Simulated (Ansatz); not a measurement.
BNH4OF2: several calculations on one system

### Relaxation

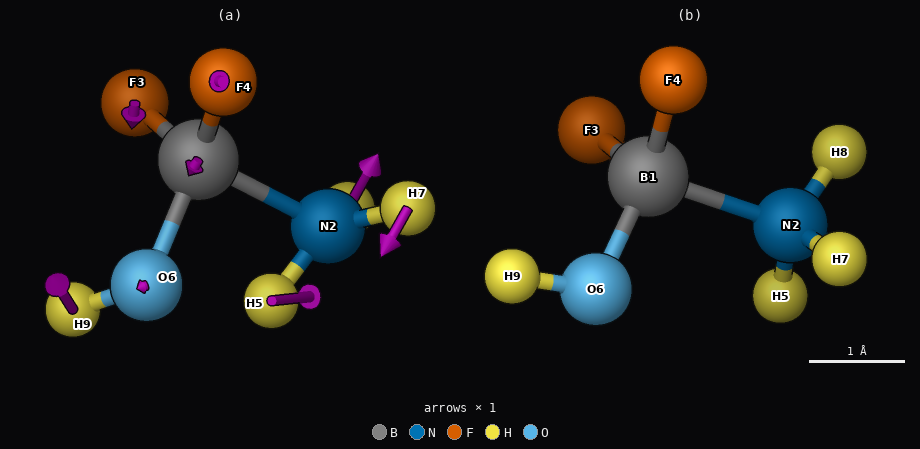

The structure of BNH₄OF₂ (started from a transition state, displaced along its imaginary mode) before (left) and after (right) a relaxation, at one scale. The purple arrows give the displacements, at their true length.

Style: ball-and-stick. Shown at a tilt.

Computed with RKS PBE0-D4/def2-TZVP (Ansatz 0.2.0).

Input file:
```yaml
crystal:
  periodic: [false, false, false]
  atoms:
    - {symbol: B, position_ang: [-0.513385, 0.395307, -0.267105]}
    - {symbol: N, position_ang: [1.021366, -0.102010, -0.033537]}
    - {symbol: F, position_ang: [-1.019847, -0.179882, -1.407969]}
    - {symbol: F, position_ang: [-0.602236, 1.754140, -0.222771]}
    - {symbol: H, position_ang: [0.496905, -0.540305, 0.724221]}
    - {symbol: O, position_ang: [-0.937446, -0.280983, 0.975809]}
    - {symbol: H, position_ang: [1.692321, 0.631915, 0.185495]}
    - {symbol: H, position_ang: [1.405671, -0.667712, -0.788230]}
    - {symbol: H, position_ang: [-1.543248, -1.010469, 0.834187]}
basis:
  gaussian: {orbitals: def2-TZVP}
hamiltonian: {xc: pbe0, dispersion: d4}
relax: {f_tol: 0.005, max_steps: 200}
```

Command:
```bash
ansatz run in.yaml --threads 4 --pin off --events-out ev --progress --plain --max-ram 9574MiB
```

What changed between the two?

The atom that moves furthest after the best rigid fit is H5 (1.13 Å). By element the largest moves are H 1.13 Å, F 0.36 Å, B 0.24 Å, O 0.13 Å, N 0.06 Å. Some distances before and after: H5–O6 1.479 → 2.593 Å, B1–O6 1.477 → 1.412 Å, B1–N2 1.630 → 1.658 Å, B1–F4 1.362 → 1.384 Å. Among the angles between lasting bonds that change: B1–N2–H5 75.7° → 109.4°, N2–B1–O6 90.6° → 102.0°, H5–N2–H8 120.4° → 109.3°. Groups turn about B1–O6 by about 65°, B1–N2 by about 55°. The energy falls by 0.865 eV in 27 accepted moves (31 points after the start). Largest force component: 2.2 eV/Å at the start, 0.0024 eV/Å at the end. The line search rejected the trial steps at points 11, 14, 20, 28 of the run. The forces were under the threshold at step 24, but the run went on from there. The run took 100 s on 4 threads of AMD EPYC, with other jobs on the host.

### Relaxation

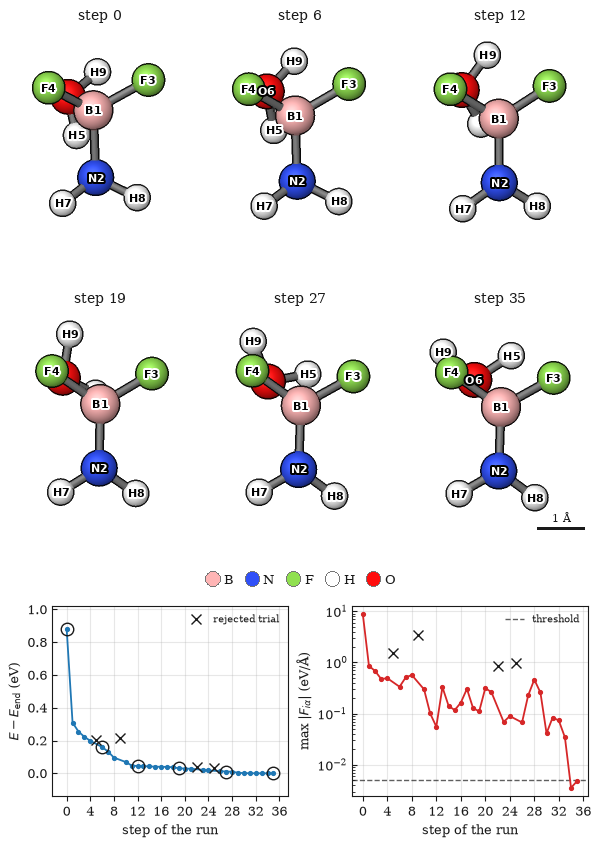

Frames of a relaxation of BNH4OF2 (started from a transition state, displaced along its imaginary mode), marked on the history of the run. Style: ball-and-stick. Shown from a free direction.

These are results of RKS PBE0-D4/def2-TZVP (Ansatz 0.2.0), not measurements. (force threshold 0.005 eV/Å; at most 200 steps)

Q: What happens along the run?

A: The largest move after the best rigid fit is that of H5, 1.71 Å. Largest moves by element: H 1.71 Å, O 0.75 Å, N 0.69 Å, B 0.44 Å, F 0.35 Å. Some distances before and after: B1–O6 1.730 → 2.749 Å, H5–O6 0.863 → 0.961 Å, B1–N2 1.486 → 1.391 Å, B1–F3 1.368 → 1.335 Å. Among the angles between lasting bonds that change: H5–O6–H9 111.5° → 104.9°, B1–N2–H7 116.6° → 122.1°, N2–B1–F3 116.8° → 121.3°. After 31 accepted moves (35 points after the start) the energy has fallen by 0.882 eV. Largest force component: 8.7 eV/Å at the start, 0.0048 eV/Å at the end. The line search rejected the trial steps at points 5, 9, 22, 25 of the run. Cost: 2.1 min on 4 threads of AMD EPYC, on a shared host. From step 0 to 6: H5 moves most (0.52 Å), energy −0.722 eV. From step 6 to 12: H5 moves most (0.38 Å), energy −0.116 eV. From step 12 to 19: H5 moves most (0.46 Å), energy −0.014 eV. From step 19 to 27: H5 moves most (0.43 Å), energy −0.020 eV. From step 27 to 35: H5 moves most (0.38 Å), energy −0.011 eV.

```tsv
step	E − E(0), eV	largest force component, eV/Å	note
0	0.0000	8.7199	
1	-0.5728	0.8570	
2	-0.6277	0.6797	
3	-0.6598	0.4743	
4	-0.6840	0.4914	
5	-0.6769	1.5427	rejected
6	-0.7221	0.3346	
7	-0.7497	0.5087	
8	-0.7864	0.5672	
9	-0.6662	3.3540	rejected
10	-0.8135	0.2976	
11	-0.8347	0.1006	
13	-0.8384	0.3284	
14	-0.8404	0.1427	
15	-0.8416	0.1168	
17	-0.8430	0.3045	
18	-0.8457	0.1283	
19	-0.8518	0.1105	
21	-0.8545	0.2618	
22	-0.8463	0.8364	rejected
23	-0.8607	0.0687	
24	-0.8651	0.0894	
26	-0.8692	0.0672	
27	-0.8716	0.2262	
28	-0.8728	0.4617	
30	-0.8813	0.0413	
31	-0.8819	0.0839	
32	-0.8822	0.0735	
34	-0.8824	0.0036	
35	-0.8825	0.0048
```

### Reaction

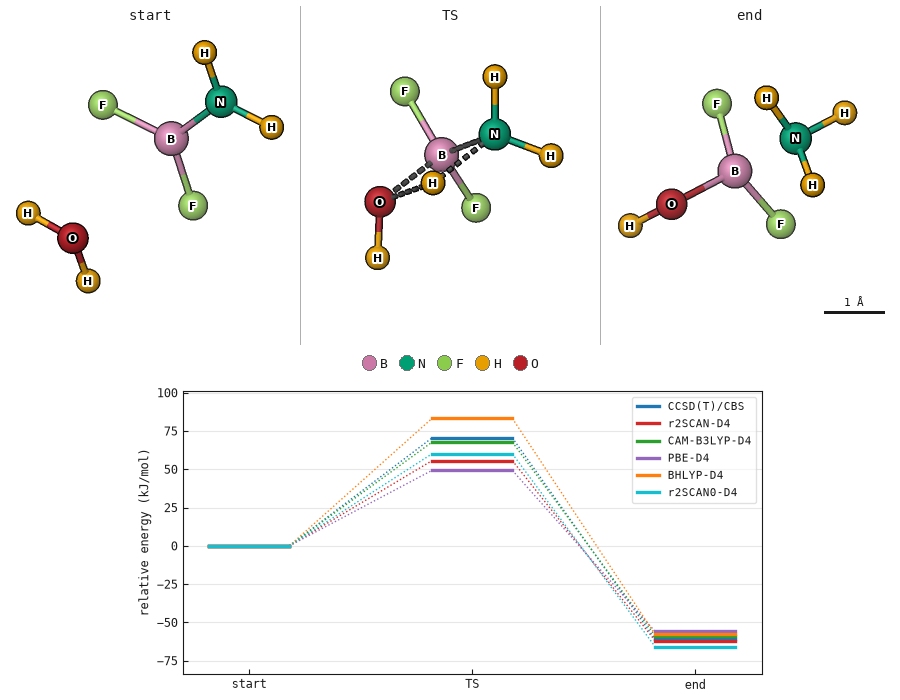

A reaction step of BNH4OF2, with its energy diagram. Style: ball-and-stick. Shown from a free direction. Dashed sticks mark bonds that form or break.

Stationary points at PBE0-D4/def2-TZVP, single-point energies with CCSD(T)/CBS, r2SCAN-D4, CAM-B3LYP-D4, PBE-D4, BHLYP-D4, r2SCAN0-D4 (def2-TZVPP where no basis is named; Ansatz 0.2.0). The energies are electronic, without zero-point or thermal terms, and both ends are the minima reached downhill from the saddle, with any fragments still in contact. CCSD(T)/CBS stands for a frozen-core estimate: MP2 correlation extrapolated from def2-TZVPP and def2-QZVPP, CCSD(T) minus MP2 from the smaller set.

Describe the step and its energetics.

Answer. Counted by bonded pieces, the start holds BH₂NF₂ + H₂O and the end holds BHOF₂ + NH₃. From the start over the saddle to the end, bonds form: B–O (2.75 → 1.60 → 1.41 Å), H–N (3.74 → 1.37 → 1.01 Å). Bonds break: B–N (1.39 → 1.56 → 1.66 Å), H–O (0.96 → 1.16 → 2.59 Å). The saddle has one imaginary mode, 1224i cm⁻¹. With CCSD(T)/CBS the barrier is 70.5 kJ/mol from the start and 131.5 kJ/mol from the end, and the end lies 61.0 kJ/mol below the start.

```tsv
level	barrier from the start (kJ/mol)	barrier from the end (kJ/mol)	the end less the start (kJ/mol)
CCSD(T)/CBS	70.5	131.5	−61.0
r2SCAN-D4	55.7	117.5	−61.9
CAM-B3LYP-D4	67.8	126.5	−58.7
PBE-D4	49.3	105.2	−55.9
BHLYP-D4	83.3	141.1	−57.8
r2SCAN0-D4	60.1	125.9	−65.8
```

Against CCSD(T)/CBS, CAM-B3LYP-D4 comes closest on the barrier from the start (−2.8 kJ/mol) and PBE-D4 misses most (−21.2 kJ/mol).

Limits of the set-up: the start holds two separate molecules, 2.6 Å apart at their closest, whose relative position is a soft coordinate.

### Reaction

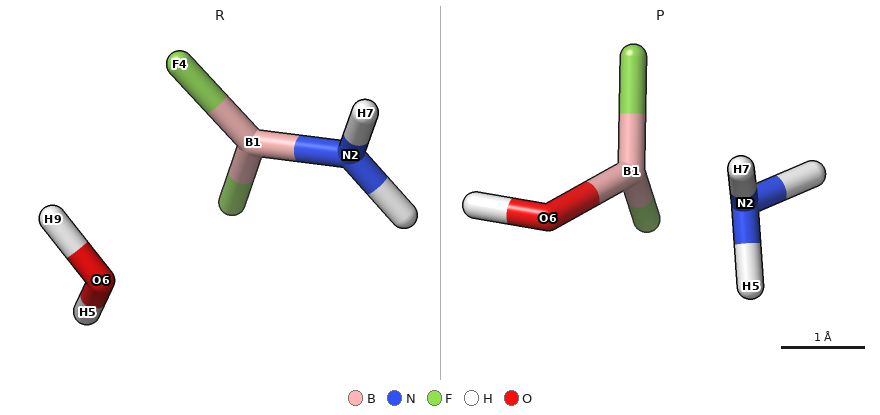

Reactant (R) and product (P) of one elementary step of BNH$_{4}$OF$_{2}$. Style: stick. Shown at a tilt.

Stationary points at PBE0-D4/def2-TZVP, single-point energies with wB97M-V, BHLYP-D4, CAM-B3LYP-D4, B97M-V, PBE-QIDH, B2PLYP (def2-TZVPP where no basis is named; Ansatz 0.2.0). The energies are electronic, without zero-point or thermal terms, and both ends are the minima reached downhill from the saddle, with any fragments still in contact.

R:
```xyz
9

B     0.0246    0.4987   -0.6783
N     1.4099    0.3995   -0.6070
F    -0.6927   -0.3320   -1.4381
F    -0.6313    1.4980   -0.0839
H    -1.5272   -1.4620    0.7699
O    -0.9698   -0.9994    1.4011
H     1.9570    0.9939   -0.0121
H     1.9117   -0.3654   -1.0187
H    -1.4820   -0.2314    1.6672
```

P:
```xyz
9

B    -0.5684    0.1803   -0.2006
N     1.0538   -0.1437   -0.0848
F    -0.9807   -0.5335   -1.3123
F    -0.6299    1.5440   -0.4290
H     1.1894   -1.1380    0.0669
O    -1.0480   -0.2697    1.0494
H     1.4444    0.3645    0.7019
H     1.5314    0.1347   -0.9355
H    -1.9919   -0.1386    1.1440
```

Q: Predict the saddle point between them and the barrier.

A: Counted by bonded pieces, R holds BH₂NF₂ + H₂O and P holds BHOF₂ + NH₃. From R over the saddle to P, bonds form: B1–O6 (2.75 → 1.60 → 1.41 Å), N2–H5 (3.74 → 1.37 → 1.01 Å). Bonds break: B1–N2 (1.39 → 1.56 → 1.66 Å), H5–O6 (0.96 → 1.16 → 2.59 Å). The saddle has one imaginary mode, 1224i cm⁻¹. With wB97M-V the barrier is 0.67 eV from R and 1.29 eV from P, and P lies 0.62 eV below R.

```csv
level,barrier from R (eV),barrier from P (eV),P less R (eV)
wB97M-V,0.67,1.29,−0.62
BHLYP-D4,0.86,1.46,−0.60
CAM-B3LYP-D4,0.70,1.31,−0.61
B97M-V,0.77,1.35,−0.58
PBE-QIDH,0.62,1.32,−0.70
B2PLYP,0.75,1.33,−0.58
```

Saddle geometry:

```xyz
9

B    -0.4143    0.4212   -0.3313
N     1.0501   -0.0606   -0.1044
F    -1.0242   -0.1826   -1.3926
F    -0.6070    1.7537   -0.2180
H     0.2376   -0.5955    0.8645
O    -0.8829   -0.3147    1.0139
H     1.7172    0.6525    0.1552
H     1.4339   -0.6500   -0.8293
H    -1.5103   -1.0240    0.8420
```

The saddle point in the same view, with dashed sticks for the bonds that form or break:

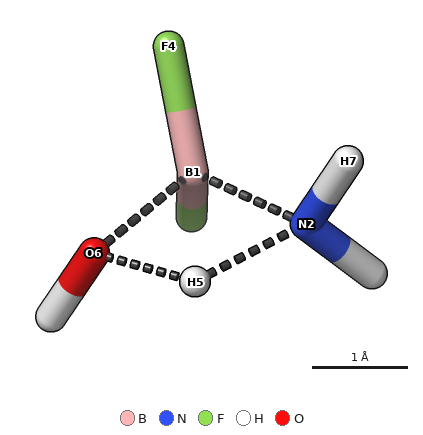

Limits of the set-up: the start holds two separate molecules, 2.6 Å apart at their closest, whose relative position is a soft coordinate.
